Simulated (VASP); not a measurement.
Band structure of CuI (zinc blende). All values below come from rev-vdW-DF2, VASP's PBE PAW potentials (set 64) (plane waves; VASP).

Unless said otherwise, spin-orbit coupling is left out, though it shifts the bands of the heavy elements here.

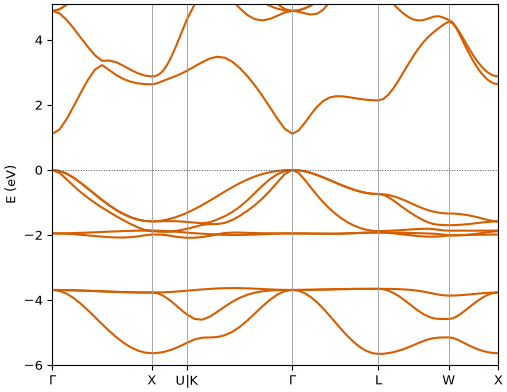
Figure. Bands along high-symmetry lines, zero at the valence-band maximum or, without a gap, the Fermi level

### Question
Read the plot: is there a gap, and where are the band edges?

### Answer
The gap is direct, 1.11 eV, from the valence maximum at Γ to the conduction minimum at Γ. (Edges off the drawn lines would not show.)

Measured: gap 3.12 eV (computed value off by -2.01 eV), as given by Abedi et al., (2022), arXiv:2211.14644.

The compound is CuI in the zinc blende structure. It was relaxed first.
